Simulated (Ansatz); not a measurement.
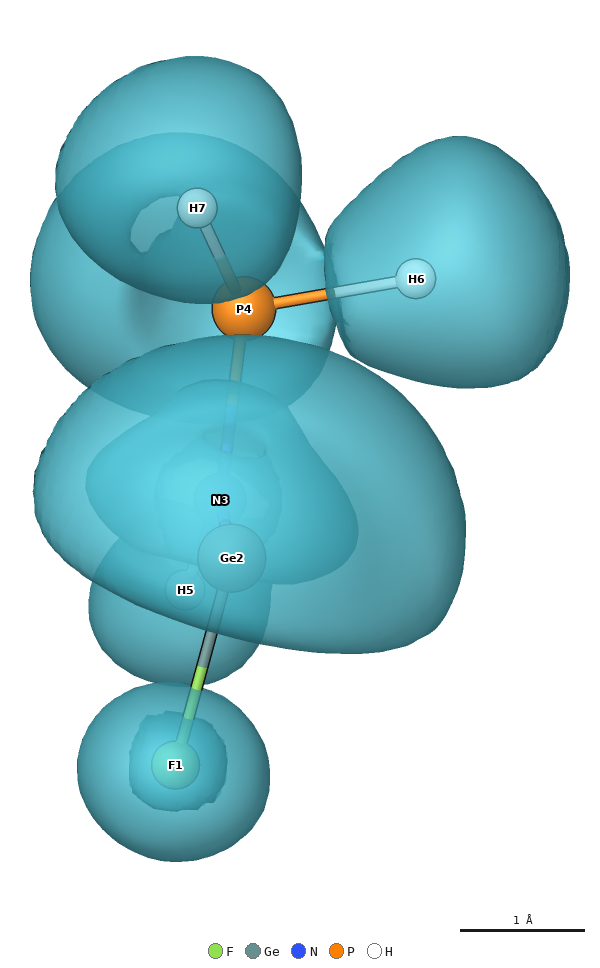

Figure 1: FGeH₃NP (SMILES [F]/[Ge-]=[NH+]/P). Isosurface of the electron localisation function at 0.75 (cyan), seen at an oblique angle. Only the valence region is drawn (cores and ρ < 0.01 e/Å³ removed).

Geometry: PBE0-D3(BJ)/def2-SVP.

Theory: isolated molecule in a Gaussian basis; Kohn-Sham density functional theory, functional PBE0 (Ansatz 0.2.0).

Input

```
basis:
  gaussian:
    orbitals: def2-TZVPD
crystal:
  periodic: [false, false, false]
  atoms:
    - {symbol: F, position_ang: [-1.577418, 1.924660, -1.008791]}
    - {symbol: Ge, position_ang: [-1.809871, 1.315772, 0.632608]}
    - {symbol: "N", position_ang: [-1.113332, -0.339472, 0.271128]}
    - {symbol: P, position_ang: [-0.810190, -1.674586, 1.335311]}
    - {symbol: H, position_ang: [-0.773382, -0.488207, -0.678814]}
    - {symbol: H, position_ang: [-2.148848, -2.063132, 1.679184]}
    - {symbol: H, position_ang: [-0.649384, -0.942264, 2.554679]}
hamiltonian:
  xc: {name: PBE0}
output: {forces: true, orbitals: {seedname: orbitals}}
```

Run with:

```sh
ansatz run input.yaml --threads 2 --pin off --max-ram 4350MiB --events-out events.jsonl --progress --plain --runs-dir runs
```

### Describe the localisation domains.

The ELF exceeds this value in one lobe on Ge, pointing away from the bonds (lone pairs), one region wrapped around F (its valence shell), one joined region spread over several atoms (H, N), in which their bonds and any lone pairs are merged and one joined region spread over several atoms (H, P), in which their bonds and any lone pairs are merged. Profiles from the grid: P–N (1.73 Å): the ELF peaks at about 0.90 between the atoms: a polar covalent bond. Ge–F (1.77 Å): the ELF peaks at about 0.85 in the valence shell of F, 0.6 Å from its nucleus, and is about 0.20 at the midpoint.
